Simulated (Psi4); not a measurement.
# CCSD(T)/cc-pVDZ run of CH5AlO (SMILES [CH3][AlH][OH])

What is the vertical singlet–triplet gap of CH5AlO at CCSD(T)/cc-pVDZ? 

Program for the calculation: Psi4 1.11.

7 further runs of the same task are left out: 7 that didn't finish. Runs told in other sessions of the task aren't counted.

## Step 1: Starting point

CH5AlO: 8 atoms, total charge 0, spin state singlet. As SMILES, `[CH3][AlH][OH]`. Geometry: relaxed at PBE0-D4/def2-TZVP. This is one conformer, not always the lowest.

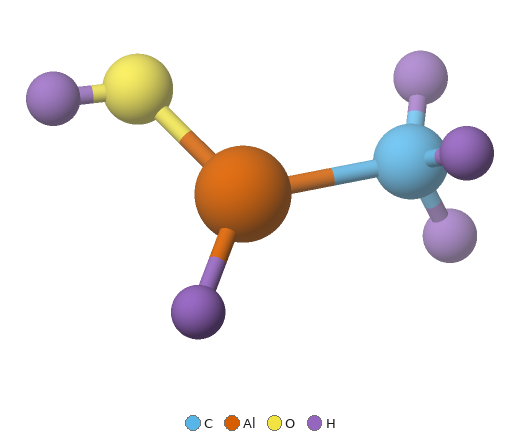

The structure, seen from a chosen angle (carbon blue, aluminium orange, oxygen yellow, hydrogen purple).

## Step 2: The energy at CCSD(T)/cc-pVDZ

Input file calc.in:

```
memory 1.6 GB

molecule mol {
  0 1
  C     -0.777900     0.982200    -0.070900
  Al     0.579700    -0.394200    -0.239900
  O      0.544600    -1.676400     0.876800
  H     -0.325100     1.954500     0.149300
  H     -1.491400     0.755400     0.724300
  H     -1.335700     1.105000    -1.004800
  H      1.716800    -0.394500    -1.350200
  H      1.181200    -2.389100     0.859500
  units angstrom
  symmetry c1
}

set {
  basis           cc-pVDZ
  reference       rhf
  puream          true
  scf_type        pk
  num_frozen_docc 7
}

E, wfn = energy('ccsd(t)', return_wfn=True)
```

On the command line:

```console
$ psi4 -n 1 calc.in calc.out
```

calc.out:

```text
[...]
  Running in c1 symmetry.
[...]
  Nuclear repulsion =   98.976519589456259
[...]
  Multiplicity = 1
[...]
  Nalpha       = 16
  Nbeta        = 16
[...]
    Number of basis functions: 71
[...]
   @RHF iter   1:  -357.45381293616060   -9.70975e-01   8.21615e-03 DIIS/ADIIS
[...]
   @RHF iter  11:  -357.61371689374192   -8.52651e-13   2.96365e-09 DIIS
[...]
    Orbital Energies [Eh]
    ---------------------
    Doubly Occupied:
       1A    -58.467621     2A    -20.530724     3A    -11.198069
       4A     -4.885191     5A     -3.200396     6A     -3.199079
       7A     -3.197281     8A     -1.295096     9A     -0.919583
      10A     -0.669799    11A     -0.548531    12A     -0.537990
      13A     -0.530715    14A     -0.485433    15A     -0.471562
      16A     -0.406629
[...]
  @RHF Final Energy:  -357.61371689374192
   => Energetics <=
    Nuclear Repulsion Energy =             98.9765195894562595
    One-Electron Energy =                -692.0930714655045222
    Two-Electron Energy =                 235.5028349823062968
    Total Energy =                       -357.6137168937419233
[...]
 Multipole Moments:
 ------------------------------------------------------------------------------------
     Multipole            Electronic (a.u.)      Nuclear  (a.u.)        Total (a.u.)
 ------------------------------------------------------------------------------------
 L = 1.  Multiply by 2.5417464519 to convert [e a0] to [Debye]
 Dipole X            :          1.9458341           -1.6992621            0.2465720
 Dipole Y            :         -2.8805403            2.8690055           -0.0115347
 Dipole Z            :          0.5088040           -0.7373228           -0.2285188
 Magnitude           :                                                    0.3363802
[...]
      * MP2 total energy                      = -358.018639134239208
[...]
      * CCSD total energy                     = -358.051480706818552
[...]
      * CCSD(T) total energy                  = -358.061232623974945
[...]
```

Wall time 7.8 s (1 thread of Intel Xeon 6975P-C (Granite Rapids), shared host); peak memory 0.42 GiB.

## Step 3: The triplet, same level

Input file ch5alo.dat:

```
memory 1600 mb

molecule molecule1 {
  0 3
  C     -0.777900     0.982200    -0.070900
  Al     0.579700    -0.394200    -0.239900
  O      0.544600    -1.676400     0.876800
  H     -0.325100     1.954500     0.149300
  H     -1.491400     0.755400     0.724300
  H     -1.335700     1.105000    -1.004800
  H      1.716800    -0.394500    -1.350200
  H      1.181200    -2.389100     0.859500
  units angstrom
  symmetry c1
}

set {
  reference       uhf
  puream          true
  scf_type        pk
  num_frozen_docc 7
  maxiter         100
}

energy_value, wavefunction = energy("ccsd(t)/cc-pVDZ", return_wfn=True)
```

On the command line:

```console
$ psi4 -n 1 ch5alo.dat ch5alo.out
```

ch5alo.out:

```text
[...]
  Running in c1 symmetry.
[...]
  Nuclear repulsion =   98.976519589456259
[...]
  Multiplicity = 3
[...]
  Nalpha       = 17
  Nbeta        = 15
[...]
    Number of basis functions: 71
[...]
   @UHF iter   1:  -357.20825194254542   -7.25414e-01   8.14642e-03 ADIIS/DIIS
[...]
   @UHF iter  26:  -357.38577287713429   -1.13687e-12   6.16802e-09 DIIS
[...]
   @S^2 Observed:                2.034383915E+00
[...]
    Orbital Energies [Eh]
    ---------------------
    Alpha Occupied:
       1A    -58.470689     2A    -20.514441     3A    -11.268623
       4A     -4.890686     5A     -3.208979     6A     -3.208656
       7A     -3.203103     8A     -1.284290     9A     -0.980984
      10A     -0.678660    11A     -0.640731    12A     -0.585858
      13A     -0.585172    14A     -0.506189    15A     -0.493204
      16A     -0.492617    17A     -0.155449
    Alpha Virtual:
      18A      0.089206    19A      0.133902    20A      0.190926
      21A      0.226215    22A      0.233363    23A      0.242091
      24A      0.269532    25A      0.316011    26A      0.347987
[...]
  @UHF Final Energy:  -357.38577287713429
   => Energetics <=
    Nuclear Repulsion Energy =             98.9765195894562595
    One-Electron Energy =                -691.4655495959489144
    Two-Electron Energy =                 235.1032571293583260
    Total Energy =                       -357.3857728771342863
  UHF NO Occupations:
  HONO-2 :   15  A 1.9840914
  HONO-1 :   16  A 1.0000000
  HONO-0 :   17  A 1.0000000
  LUNO+0 :   18  A 0.0159086
  LUNO+1 :   19  A 0.0004412
[...]
 Multipole Moments:
 ------------------------------------------------------------------------------------
     Multipole            Electronic (a.u.)      Nuclear  (a.u.)        Total (a.u.)
 ------------------------------------------------------------------------------------
 L = 1.  Multiply by 2.5417464519 to convert [e a0] to [Debye]
 Dipole X            :          1.9738019           -1.6992621            0.2745398
 Dipole Y            :         -2.2785034            2.8690055            0.5905022
 Dipole Z            :          0.1008173           -0.7373228           -0.6365055
 Magnitude           :                                                    0.9106065
[...]
      * MP2 total energy                      = -357.787776554886648
[...]
      * CCSD total energy                     = -357.824037429174325
[...]
      * CCSD(T) total energy                     = -357.836833012681382
[...]
```

Run time: 25 s. Hardware: 1 thread of Intel Xeon 6975P-C (Granite Rapids), shared host; peak memory 0.42 GiB.

## Step 4: Results

At CCSD(T)/cc-pVDZ, 7 core orbitals frozen:

```
                                                           quantity          value
                                              singlet: total energy  -358.06123 Eh
                       singlet: HOMO energy (Hartree–Fock orbitals)      -11.06 eV
                       singlet: LUMO energy (Hartree–Fock orbitals)        2.30 eV
                     singlet: HOMO–LUMO gap (Hartree–Fock orbitals)       13.36 eV
               singlet: correlation energy (7 core orbitals frozen)     -447.5 mEh
                                            singlet: (T) correction      -9.75 mEh
                                             singlet: T1 diagnostic          0.013
                                              triplet: total energy  -357.83683 Eh
triplet: HOMO energy (Hartree–Fock orbitals) (highest over α and β)       -4.23 eV
 triplet: LUMO energy (Hartree–Fock orbitals) (lowest over α and β)       -2.91 eV
               triplet: correlation energy (7 core orbitals frozen)     -451.1 mEh
                                            triplet: (T) correction     -12.80 mEh
                         triplet: ⟨S²⟩ of the reference determinant          2.034
                                             triplet: T1 diagnostic          0.041
                   vertical energy of the triplet above the singlet       6.106 eV
```

What this shows: At this shape the triplet lies 6.11 eV (589 kJ/mol) above the singlet. The triples (singlet) make up 2.2 % of the correlation energy. The triples (triplet) make up 2.8 % of the correlation energy.
